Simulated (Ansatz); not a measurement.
**Fields on a plane of La (dhcp type, space group P6_3/mmc)**

```yaml
crystal:
  lattice:
    - [3.77035, 0.00000, 0.00000]
    - [-1.88518, 3.26522, 0.00000]
    - [0.00000, 0.00000, 12.08105]
  atoms:
    - { symbol: La, position: [0.00000, 0.00000, 0.00000] }
    - { symbol: La, position: [0.00000, 0.00000, 0.50000] }
    - { symbol: La, position: [0.33333, 0.66667, 0.25000] }
    - { symbol: La, position: [0.66667, 0.33333, 0.75000] }
```

The slice is a (0001) plane (indices of the conventional cell) through the point (0.333, 0.667, 0.250) (fractional), spanned by u = [110] and v = [1 -1 0] in vectors of this cell: u (3.77 Å) and v (6.53 Å, at 90° to u). It covers one period; positions are fractions (u, v).

Atoms on it: La at (0.00, 0.00); La at (0.50, 0.50).

These are PBE (plane waves to 420 eV, PAW, scalar-relativistic; Ansatz, an electronic-structure program) values and carry that method's errors. k mesh 14×14×4. Inside the PAW spheres the values are not all-electron values, and peaks at nuclei hang on which shells count as valence. La is run without spin polarisation. La was relaxed with its symmetry unable to fall. The PAW data are Ansatz's earlier set.

```
|xxxxx004777400xxxx|
|xxxxx005787500xxxx|
|xxxx00268886200xxx|
|xxx0014789874100xx|
|000004689998640000|
|000246789998764200|
|344567888888876544|
|777777777677777777|
|998876543334567889|
|999864200000246899|
|998740000000004789|
|9975100xxxxx001579|
|986300xxxxxxx00368|
|87510xxxxxxxxx0157|
|77400xxxxxxxxx0047|
|76400xxxxxxxxx0046|
|77400xxxxxxxxx0047|
|87500xxxxxxxxx0057|
|886200xxxxxxx00268|
|9874100xxxxx001478|
|998640000000004689|
|998764200000246789|
|888876544344567888|
|677777777777777777|
|334567889998876543|
|000246899999864200|
|000004789998740000|
|xxx0015799975100xx|
|xxxx00368986300xxx|
|xxxxx015787510xxxx|
|xxxxx004777400xxxx|
|xxxxx004676400xxxx|
```
Scale: ten equal steps from -1.00 (start of '0') to 7.38 (end of '9'), in the order '0123456789'. Values: electrostatic potential energy of an electron, from the cell's mean, in eV. The map has 18 points along u (one character each, u = 0 at the left) and 32 along v (v = 0 in the bottom row). Points within 1 Å of a nucleus are blanked (x), as the pseudised field means little there. Values under -1 eV are set to -1. The zero, the cell's mean, hangs on the PAW cores.

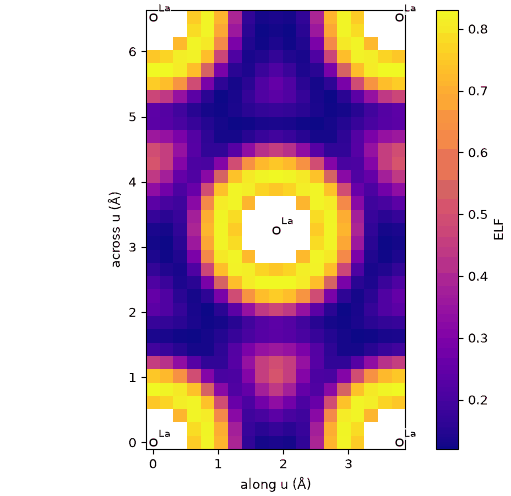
Figure. Electron localisation function (ELF), one period of the plane, atoms marked. Points within 0.5 Å of a nucleus are left white, as the pseudised field means little there.

The density on the La–La line (3.77 Å) at its midpoint comes out as 0.09 e/Å³ and the ELF at that point is 0.14.
